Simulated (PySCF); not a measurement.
# Two runs on C₆H₈Si₂

System: C₆H₈Si₂.
Method of the first run: GIAO wB97X-D/3-21G NMR shielding, non-relativistic, gas phase (PySCF 2.14.0).

The geometry comes from this level: GFN2-xTB. Text and figures count atoms from 1; the logs count them from 0 in places.

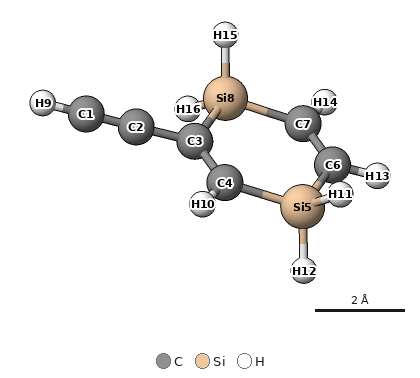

The structure as given in the input (ball-and-stick view, seen at a tilt; atoms are numbered from 1 in the order of the input). Bond lengths as drawn: C–C 1.20 to 1.41 Å, C–H 1.05 to 1.09 Å, C–Si 1.87 to 1.89 Å and H–Si 1.47 Å.

### The input, the first run
```
{"job": {"kind": "nmr", "xc": "wB97X-D", "basis": "3-21G", "pop": true}, "charge": 0, "multiplicity": 1}
C      3.550844    -0.558865     0.717207
C      2.374743    -0.443934     0.494963
C      0.999045    -0.283714     0.228781
C      0.163212    -1.329949     0.330016
Si    -1.683145    -1.282712     0.010823
C     -2.204543     0.464690    -0.451737
C     -1.381783     1.505635    -0.561342
Si     0.474257     1.467132    -0.269578
H      4.576128    -0.668889     0.912226
H      0.584138    -2.288996     0.621617
H     -2.017755    -2.193415    -1.096924
H     -2.405957    -1.704877     1.222382
H     -3.263683     0.612974    -0.643476
H     -1.791230     2.473022    -0.839448
H      1.189742     1.841764    -1.499589
H      0.828387     2.399076     0.812666
```

The first line tells a small driver script what to run in PySCF; the rest is the geometry in Å.

Launched with:
```bash
OMP_NUM_THREADS=1 python <driver script> task.json out
```

Hardware: 1 CPU thread, shared host.

### Output (the first run)
```
coarse grid: 14728 points
cycle   1  E = -807.7988881180  dE =  7.487e-01  |g| = 2.923e-01  |ddm| = 4.301e+00
cycle   2  E = -807.8236349542  dE = -2.475e-02  |g| = 1.396e-01  |ddm| = 7.736e-01
cycle   3  E = -807.8288275925  dE = -5.193e-03  |g| = 4.443e-02  |ddm| = 2.033e-01
cycle   4  E = -807.8292541252  dE = -4.265e-04  |g| = 2.478e-02  |ddm| = 8.164e-02
cycle   5  E = -807.8294054832  dE = -1.514e-04  |g| = 4.616e-03  |ddm| = 3.149e-02
cycle   6  E = -807.8294109843  dE = -5.501e-06  |g| = 1.588e-03  |ddm| = 6.543e-03
final grid: 134080 points
cycle   7  E = -807.8853539338  dE = -8.018e-05  |g| = 6.129e-03  |ddm| = 3.437e-02
cycle   8  E = -807.8853569872  dE = -3.053e-06  |g| = 5.727e-03  |ddm| = 1.363e-02
cycle   9  E = -807.8853651561  dE = -8.169e-06  |g| = 1.329e-03  |ddm| = 6.648e-03
cycle  10  E = -807.8853655548  dE = -3.987e-07  |g| = 3.501e-04  |ddm| = 1.440e-03
cycle  11  E = -807.8853655892  dE = -3.434e-08  |g| = 1.199e-04  |ddm| = 5.891e-04
cycle  12  E = -807.8853655932  dE = -4.030e-09  |g| = 3.126e-05  |ddm| = 1.732e-04
cycle  13  E = -807.8853655935  dE = -3.399e-10  |g| = 9.033e-06  |ddm| = 5.288e-05
converged SCF energy = -807.8853655935

GIAO shielding tensors (ppm)
atom      isotropic    diamagn.    paramagn.     s11        s22        s33       span
  0 C      128.383     273.188    -144.805     88.797     91.623    204.730    115.934
  1 C      132.055     263.714    -131.659     41.748     50.949    303.467    261.719
  2 C       87.318     251.377    -164.058     -8.318     75.194    195.079    203.397
  3 C       74.822     254.962    -180.139    -28.942     57.563    195.846    224.789
  4 Si     532.508     880.112    -347.604    505.647    531.887    559.989     54.342
  5 C       81.963     256.378    -174.415    -18.647     60.309    204.226    222.873
  6 C       81.462     256.803    -175.341    -17.236     61.507    200.116    217.351
  7 Si     532.574     879.981    -347.407    508.732    527.177    561.814     53.083
  8 H       29.809      30.316      -0.506     26.317     26.665     36.446     10.130
  9 H       25.530      31.207      -5.677     23.798     24.292     28.500      4.702
 10 H       28.586      28.752      -0.166     25.408     25.973     34.378      8.970
 11 H       28.585      28.764      -0.179     25.378     26.009     34.367      8.989
 12 H       25.927      29.803      -3.876     24.554     26.195     27.033      2.479
 13 H       25.949      29.979      -4.030     24.407     26.460     26.979      2.572
 14 H       28.523      29.075      -0.552     24.946     26.720     33.903      8.956
 15 H       28.521      29.095      -0.574     24.915     26.763     33.885      8.970
```

The second run used a changed input.

### The two runs side by side

| quantity | the first run | the second run |
| --- | --- | --- |
| outcome | converged | converged |
| total energy (hartree) | −807.885366 | −807.450882 |
| HOMO (eV) | −8.83 | −7.07 |
| LUMO (eV) | 0.69 | −1.05 |
| dipole moment (D) | 0.47 | 0.45 |
| shielding of C1 (ppm) | 128.4 | 127.4 |
| shielding of C2 (ppm) | 132.1 | 131.0 |
| shielding of C3 (ppm) | 87.3 | 89.0 |
| shielding of C4 (ppm) | 74.8 | 75.6 |
| shielding of Si5 (ppm) | 532.5 | 528.8 |
| shielding of C6 (ppm) | 82.0 | 82.7 |
| shielding of Si8 (ppm) | 532.6 | 529.5 |
| SCF iterations | 13 | 14 |
| basis functions | 96 | 96 |
| wall time (shared host) | 19 s | 15 s |

What was changed in the input?

The change (lines with − go, lines with + come):
```diff
-"xc": "wB97X-D"
+"xc": "PBE0"
```

The total energies belong to different methods, so their difference says nothing on which is more stable or more accurate. The HOMO goes from −8.83 to −7.07 eV. The LUMO goes from 0.69 to −1.05 eV. Of all shieldings, the largest change is that of Si5, by −3.8 ppm. The functional changes from wB97X-D to PBE0. The SCF takes 14 iterations against 13.

### Output (the second run)
```
coarse grid: 14728 points
cycle   1  E = -807.3787869478  dE =  5.548e-01  |g| = 3.272e-01  |ddm| = 4.426e+00
cycle   2  E = -807.3847828151  dE = -5.996e-03  |g| = 2.930e-01  |ddm| = 9.009e-01
cycle   3  E = -807.4088425662  dE = -2.406e-02  |g| = 4.868e-02  |ddm| = 4.395e-01
cycle   4  E = -807.4092096269  dE = -3.671e-04  |g| = 3.414e-02  |ddm| = 9.277e-02
cycle   5  E = -807.4095202250  dE = -3.106e-04  |g| = 1.069e-02  |ddm| = 4.122e-02
cycle   6  E = -807.4095492534  dE = -2.903e-05  |g| = 2.552e-03  |ddm| = 1.311e-02
cycle   7  E = -807.4095507374  dE = -1.484e-06  |g| = 9.282e-04  |ddm| = 3.847e-03
final grid: 134080 points
cycle   8  E = -807.4508732510  dE = -2.276e-05  |g| = 5.484e-03  |ddm| = 1.894e-02
cycle   9  E = -807.4508686347  dE =  4.616e-06  |g| = 6.890e-03  |ddm| = 1.561e-02
cycle  10  E = -807.4508808782  dE = -1.224e-05  |g| = 2.154e-03  |ddm| = 9.837e-03
cycle  11  E = -807.4508820229  dE = -1.145e-06  |g| = 2.725e-04  |ddm| = 2.083e-03
cycle  12  E = -807.4508820413  dE = -1.846e-08  |g| = 9.154e-05  |ddm| = 4.186e-04
cycle  13  E = -807.4508820430  dE = -1.717e-09  |g| = 4.475e-05  |ddm| = 1.402e-04
cycle  14  E = -807.4508820436  dE = -5.671e-10  |g| = 6.948e-06  |ddm| = 6.331e-05
converged SCF energy = -807.4508820436

GIAO shielding tensors (ppm)
atom      isotropic    diamagn.    paramagn.     s11        s22        s33       span
  0 C      127.406     272.074    -144.668     89.377     92.269    200.573    111.197
  1 C      130.983     264.667    -133.684     42.876     50.844    299.228    256.352
  2 C       88.980     251.097    -162.117     -1.752     74.479    194.213    195.965
  3 C       75.555     254.263    -178.708    -25.388     56.633    195.420    220.807
  4 Si     528.755     880.326    -351.571    504.454    526.193    555.620     51.166
  5 C       82.716     255.810    -173.094    -14.927     59.913    203.161    218.088
  6 C       82.012     256.256    -174.243    -13.551     61.022    198.566    212.117
  7 Si     529.475     880.162    -350.688    509.027    522.308    557.089     48.062
  8 H       29.704      30.324      -0.621     26.339     26.681     36.092      9.753
  9 H       25.398      31.137      -5.740     23.656     24.328     28.208      4.551
 10 H       28.408      28.565      -0.158     25.237     25.748     34.238      9.001
 11 H       28.408      28.579      -0.171     25.209     25.787     34.228      9.019
 12 H       25.808      29.769      -3.961     24.375     26.189     26.860      2.484
 13 H       25.820      29.909      -4.089     24.199     26.444     26.817      2.618
 14 H       28.359      28.888      -0.529     24.789     26.513     33.776      8.987
 15 H       28.358      28.910      -0.552     24.758     26.557     33.759      9.000
```
